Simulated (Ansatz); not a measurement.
These are PBE (plane waves to 420 eV, PAW; Ansatz, a quantum-chemistry and plane-wave program) values and carry that method's errors.

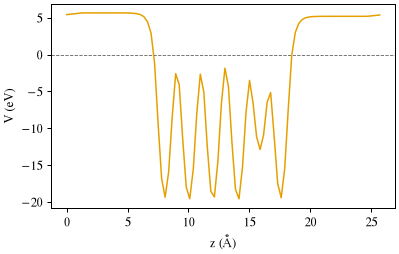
Figure. Plane-averaged electrostatic potential energy along the normal, in eV from the Fermi level, for a constructed model of the (100) surface of fcc Pt, a layer of Fe in place of the second plane (bottom of the slab: a bare face, its two planes held)

Slab: 6 atoms, 9.9 Å thick at the start (thin: gaps and levels are the slab's own); k 13x13x1, smearing 0.1 eV, dipole-corrected; 2 atoms held, the rest relaxed; start symmetry kept, larger cells not searched; spin-polarised, ending with about 3.7 μB a cell; orders that need a larger cell were not tried, no spin-orbit, no U. It is one candidate, not shown to be the stable structure of the face.

The vacuum level lies 5.20 eV above the Fermi level over the top face and 5.66 eV above it under the bottom face.
